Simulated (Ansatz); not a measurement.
# Calculations on C2H5AlSi

Part 1: Relaxation

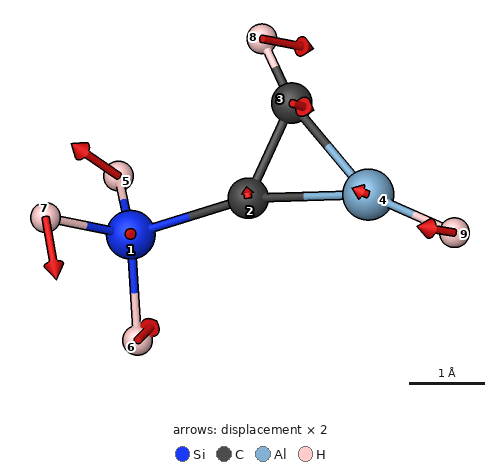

A relaxation of C2H5AlSi. The starting structure is drawn; red arrows show the displacements, magnified 2 times. The two geometries are superimposed by the best rigid fit.

A ball-and-stick model, seen at a tilt.

The run prepares an end point of a later path (torsion) calculation, from a guessed geometry.

All numbers below come from RKS B3LYP-D4/def2-SVP (Ansatz 0.2.0).

Input
```yaml
crystal:
  periodic: [false, false, false]
  atoms:
    - { symbol: Si, position_ang: [-0.09023, 1.1049, -1.15607] }
    - { symbol: C, position_ang: [0.02532, -0.05792, 0.33271] }
    - { symbol: C, position_ang: [0.03315, -1.46645, 0.29421] }
    - { symbol: Al, position_ang: [0.157, -0.84225, 2.09812] }
    - { symbol: H, position_ang: [-0.88334, 0.50166, -2.2328] }
    - { symbol: H, position_ang: [-0.72577, 2.35149, -0.717] }
    - { symbol: H, position_ang: [1.26499, 1.37785, -1.6472] }
    - { symbol: H, position_ang: [-0.03798, -2.05224, -0.62408] }
    - { symbol: H, position_ang: [0.25686, -0.91705, 3.65211] }
basis:
  gaussian: { orbitals: def2-SVP }
hamiltonian:
  xc: b3lyp
  dispersion: d4
relax:
  f_tol: 0.015
  max_steps: 40
```

Command:
```bash
ansatz run input.yaml --threads 1 --pin off --max-ram 2048MiB --backend cpu --events-out ev --progress --plain --runs-dir out
```

Q: Which element moves most?

A: Hydrogen: up to 0.49 Å, against 0.24 Å for carbon.

Q: What happened in the run?

A: The largest moves after the best rigid fit, 0.49 Å, are those of H5 and H8. Largest moves by element: H 0.49 Å, C 0.24 Å, Al 0.13 Å, Si 0.07 Å. Among the contacts that change: C2–Al4 1.936 → 1.883 Å, C3–Al4 1.913 → 1.861 Å, Si1–H5 1.467 → 1.497 Å, C2–C3 1.409 → 1.379 Å. Bond angles that change, for instance: Si1–C2–C3 126.4° → 131.7°, Si1–C2–Al4 166.0° → 160.8°, C2–C3–H8 124.0° → 127.1°. Groups turn about Si1–C2 by about 30°. The energy falls by 13.1 kJ/mol in 10 accepted moves (13 points after the start). The largest force component goes from 1.7 to 0.013 eV/Å. The line search rejected the trial steps at points 6, 7, 12 of the run.

Part 2: Relaxation

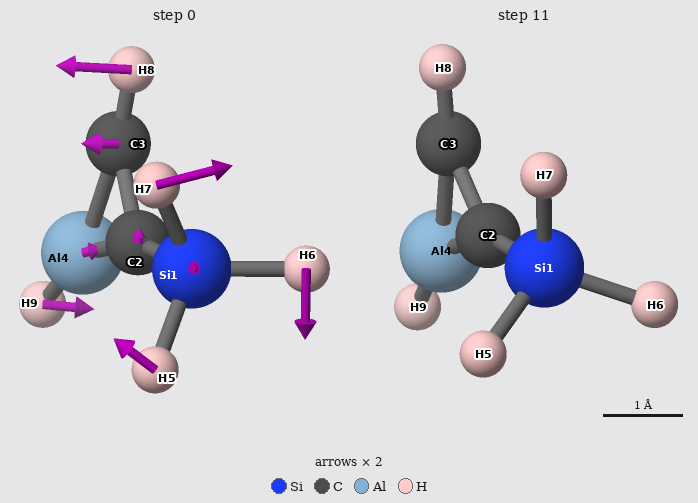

The structure of C₂H₅AlSi before (left) and after (right) a relaxation, at one scale. The purple arrows give the displacements, magnified 2 times.

A ball-and-stick model, seen from a free direction.

The run prepares an end point of a later path (torsion) calculation, from a guessed geometry.

Theory: RKS B3LYP-D4/def2-SVP in Ansatz.

The input:
```yaml
crystal:
  periodic: [false, false, false]
  atoms:
    - { symbol: Si, position_ang: [-0.09023, 1.1049, -1.15607] }
    - { symbol: C, position_ang: [0.02532, -0.05792, 0.33271] }
    - { symbol: C, position_ang: [1.07796, -0.11637, 1.26761] }
    - { symbol: Al, position_ang: [-0.27351, -1.40076, 1.6953] }
    - { symbol: H, position_ang: [-0.88334, 0.50166, -2.2328] }
    - { symbol: H, position_ang: [-0.72577, 2.35149, -0.717] }
    - { symbol: H, position_ang: [1.26499, 1.37785, -1.6472] }
    - { symbol: H, position_ang: [1.96761, 0.51465, 1.22514] }
    - { symbol: H, position_ang: [-0.98262, -2.55205, 2.47129] }
basis:
  gaussian: { orbitals: def2-SVP }
hamiltonian:
  xc: b3lyp
  dispersion: d4
relax:
  f_tol: 0.015
  max_steps: 40
output:
  orbitals: {}
```

Launched with:
```bash
ansatz run input.yaml --threads 1 --pin off --max-ram 2048MiB --backend cpu --events-out ev --progress --plain --runs-dir out
```

Question: Summarise the run.

Answer: The energy falls by 12.7 kJ/mol in 10 accepted moves (11 points after the start). The largest force component goes from 1.7 to 0.0078 eV/Å. The line search rejected the trial step at point 3 of the run. H7 moves most after the best rigid fit: 0.51 Å. By element the largest moves are H 0.51 Å, C 0.25 Å, Al 0.13 Å, Si 0.07 Å. Some distances before and after: C2–Al4 1.936 → 1.883 Å, C3–Al4 1.913 → 1.861 Å, C2–C3 1.409 → 1.379 Å, Si1–H7 1.467 → 1.497 Å. Among the angles between lasting bonds that change: Si1–C2–C3 126.4° → 131.8°, Si1–C2–Al4 166.0° → 160.6°, C2–C3–H8 124.0° → 127.2°. Groups turn about Si1–C2 by about 30°.

Part 3: Path

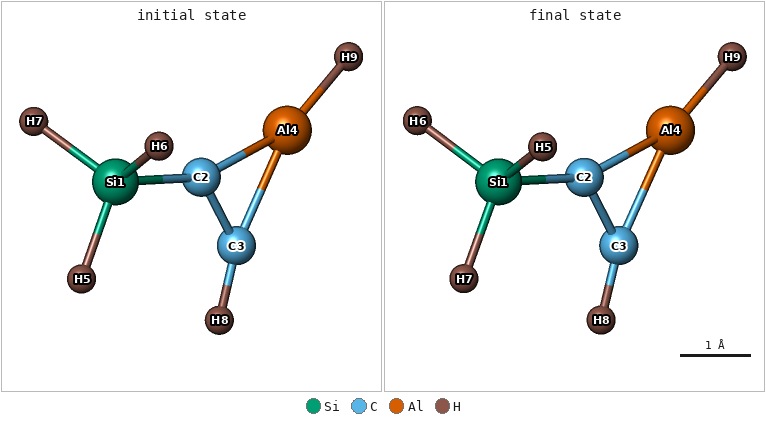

The two relaxed end points of a path for C2H5AlSi. A ball-and-stick model, seen from a free direction.

The calculation used RKS B3LYP-D4/def2-SVP (Ansatz 0.2.0).

Input file:
```yaml
crystal:
  periodic: [false, false, false]
  atoms:
    - { symbol: Si, position_ang: [-0.033329, 1.092557, -1.127366] }
    - { symbol: C, position_ang: [0.03474, -0.126835, 0.282422] }
    - { symbol: C, position_ang: [-0.201345, -1.484795, 0.33271] }
    - { symbol: Al, position_ang: [0.262726, -0.833828, 2.012765] }
    - { symbol: H, position_ang: [-0.438075, 0.436248, -2.41092] }
    - { symbol: H, position_ang: [-1.01305, 2.177043, -0.817061] }
    - { symbol: H, position_ang: [1.306116, 1.726862, -1.317914] }
    - { symbol: H, position_ang: [-0.493455, -2.139255, -0.501841] }
    - { symbol: H, position_ang: [0.575672, -0.848008, 3.547205] }
basis:
  gaussian: { orbitals: def2-SVP }
hamiltonian:
  xc: b3lyp
  dispersion: d4
neb:
  order_check: false
  images: 9
  f_tol: 0.05
  max_iterations: 60
  initial_path: idpp
  final_atoms:
    - { symbol: Si, position_ang: [-0.20818346, 1.06886827, -1.13147935] }
    - { symbol: C, position_ang: [-0.01159229, -0.13539982, 0.27941459] }
    - { symbol: C, position_ang: [0.57480291, -1.38134451, 0.35022103] }
    - { symbol: Al, position_ang: [-0.12127867, -0.88528307, 2.00311204] }
    - { symbol: H, position_ang: [-1.65638885, 1.36044936, -1.35411958] }
    - { symbol: H, position_ang: [0.47259941, 2.35656872, -0.79892974] }
    - { symbol: H, position_ang: [0.37323719, 0.53632835, -2.40429694] }
    - { symbol: H, position_ang: [1.06630541, -1.93161482, -0.46554426] }
    - { symbol: H, position_ang: [-0.48950164, -0.98858347, 3.52162221] }
```

Run as
```bash
ansatz run input.yaml --threads 1 --pin off --max-ram 2048MiB --backend cpu --events-out ev --progress --plain --runs-dir out
```

**What barrier does the band find between them, and by what path?**

The barrier is about 0.036 eV in both directions, with image 5 at the top; the ends have the same energy. The motion is a rotation about the Si1–C2 bond by about 120°. No bond forms or breaks between the ends. The band converged in 4 iterations, with a climbing image at the top. At the top, the vibrational analysis gives one imaginary mode (101i cm⁻¹), as a transition state must have.

Energies of the converged images:

```tsv
image	path (Å)	E (eV)
0	0.00	0.000
1	0.39	0.004
2	0.77	0.013
3	1.16	0.024
4	1.54	0.033
5	1.93	0.036
6	2.32	0.032
7	2.71	0.023
8	3.10	0.012
9	3.49	0.003
10	3.88	0.000
```

The geometry at the top of the path:

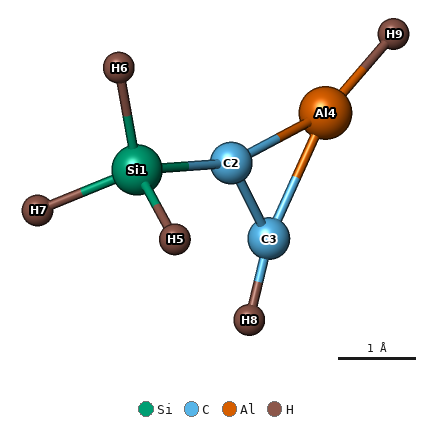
